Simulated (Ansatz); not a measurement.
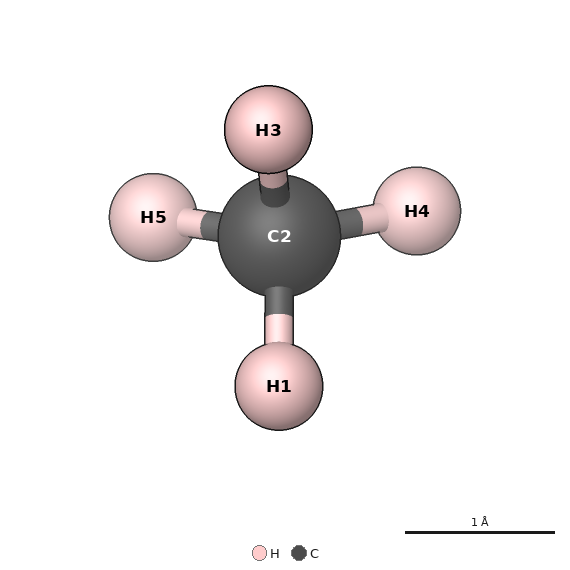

Orthographic view. Atoms fade into the background with distance from the viewer. The geometry was computed by an optimisation with PBE0-D4/def2-TZVP.

Give the distance matrix in Å.

```
atom    H1    C2    H3    H4    H5
  H1  0.00                        
  C2  1.09  0.00                  
  H3  1.78  1.09  0.00            
  H4  1.78  1.09  1.78  0.00      
  H5  1.78  1.09  1.78  1.78  0.00
```
